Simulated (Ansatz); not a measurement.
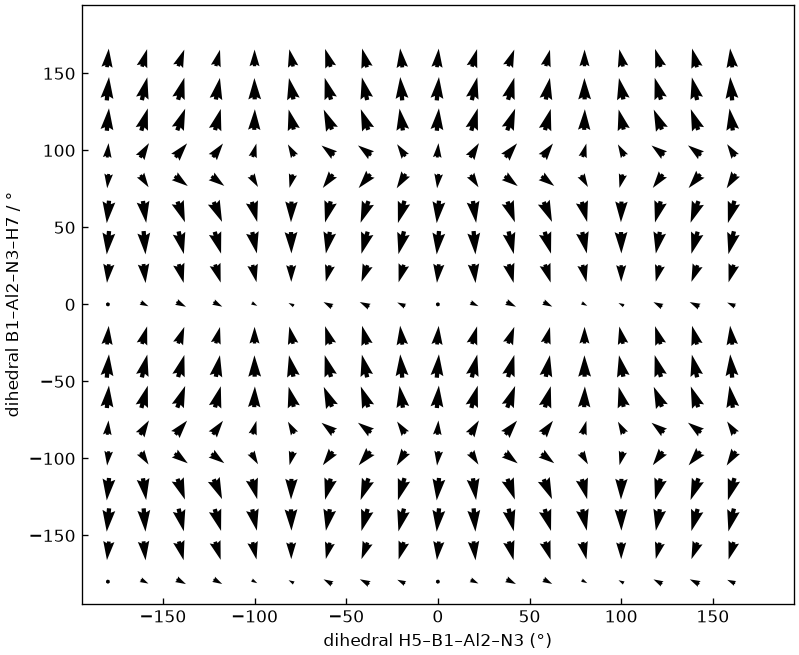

AlBClH4N, SMILES [BH2][Al]([NH2])[Cl]. 
- The first coordinate is: dihedral H5–B1–Al2–N3; the second: dihedral B1–Al2–N3–H7.
- Nothing is relaxed (all other coordinates rigid).
- The scan uses an 18 × 18 grid.
- Level of theory: RHF/def2-SVP (Ansatz).

In the figure: arrows along the force (downhill), their lengths compressed.

### The arrows alone are given. Where are the wells?

The arrows converge at about dihedral H5–B1–Al2–N3 = 90°, dihedral B1–Al2–N3–H7 = 0°; about dihedral H5–B1–Al2–N3 = −90°, dihedral B1–Al2–N3–H7 = 0°; about dihedral H5–B1–Al2–N3 = 90°, dihedral B1–Al2–N3–H7 = −180°; about dihedral H5–B1–Al2–N3 = −90°, dihedral B1–Al2–N3–H7 = −180° (0.0011 eV up) (read from the interpolated surface).

The energy map of the same scan:

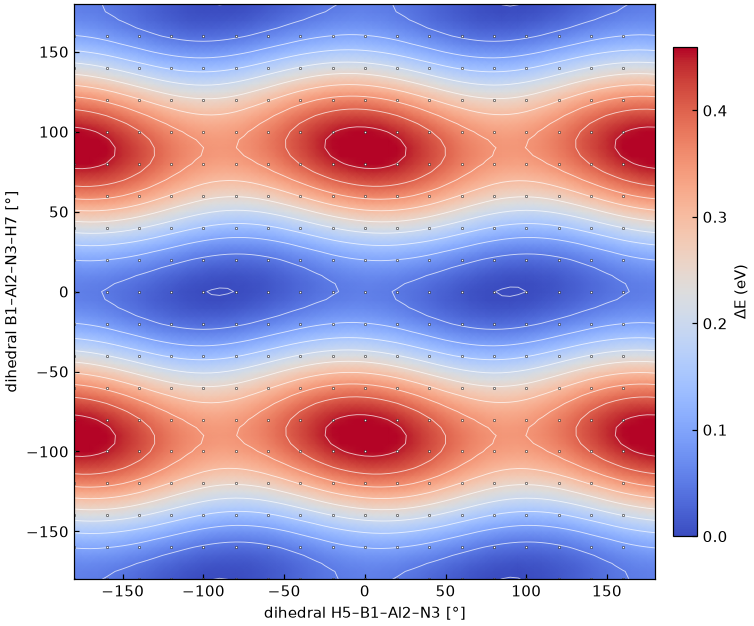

Energies are in eV, from the lowest grid point; between grid points the surface is interpolated.
